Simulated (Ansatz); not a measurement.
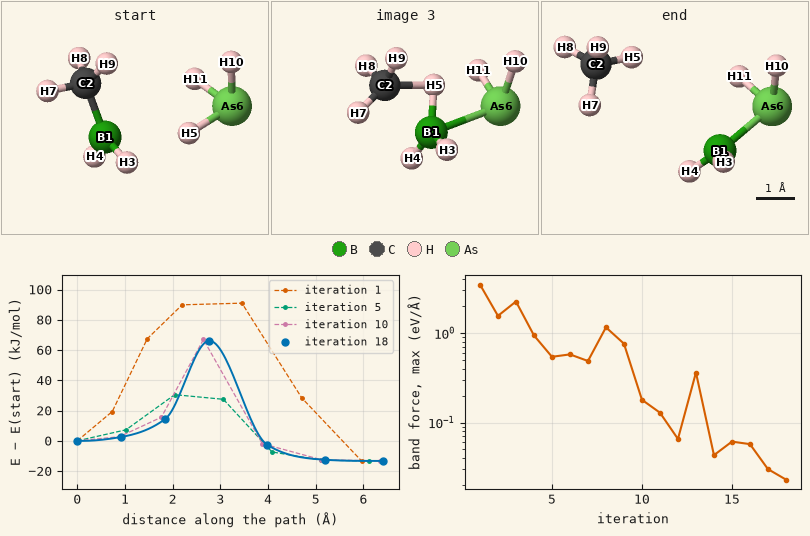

A search for the minimum-energy path of CH₈AsB, made up of CH5B and AsH3 by the nudged elastic band. Images are numbered from 0 (start) to 6 (end). The plot follows the band through its iterations. A ball-and-stick model, seen at a tilt.

Level of theory: Ansatz 0.2.0, UKS BLYP/def2-SVP. Run with 5 movable images; climbing image; force threshold 0.03 eV/Å; iteration limit 60; starting path through a guess of the saddle point.

### Did the band converge, and can the barrier be trusted?

The result is final at these settings. The band converged in 18 iterations. The largest component of the band force went from 3.5 to 0.023 eV/Å. The climbing image converged on the top of the path. Its vibrational analysis gives one imaginary mode (806i cm⁻¹), as a transition state must have. The first iteration put the highest image at 91.0 kJ/mol. The energy climbs by 66.1 kJ/mol to image 3 and then falls by 79.4 kJ/mol, so the end point sits at −13.3 kJ/mol.

Limits of the set-up: the start holds two separate molecules, 2.4 Å apart at their closest, whose relative position is a soft coordinate and is computed without a dispersion correction.
